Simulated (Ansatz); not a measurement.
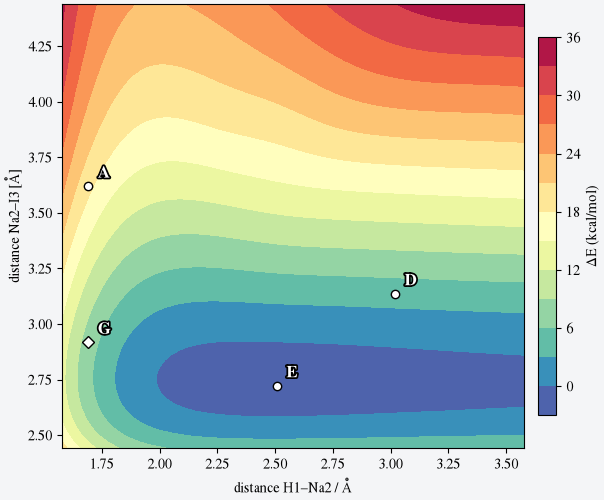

The system H + NaI, spin multiplicity 2. The first coordinate is: distance H1–Na2; the second: distance Na2–I3. Nothing is relaxed (the angle H1–Na2–I3 is fixed at 100 degrees). The scan uses a 10 × 10 grid. Points are written as (first, second). All energies are given in kcal/mol relative to H far from the relaxed NaI (each part in its own basis). These are results of UKS PBE0-D4/def2-SVPD in Ansatz 0.2.0, not measurements.

Drawn: filled contours, lettered points. Between grid points the surface is interpolated.

> Is A the lowest point of the computed grid?

No. A lies 20.2 kcal/mol above the lowest grid point, which is at (2.507 Å, 2.723 Å).

> What kind of point is each of A, D, E, G: minimum, saddle, maximum or slope?

A: on a slope; D: on a slope; E: minimum; G: on a slope. (In these two coordinates alone; a stationary point may lie a little off the grid point.)
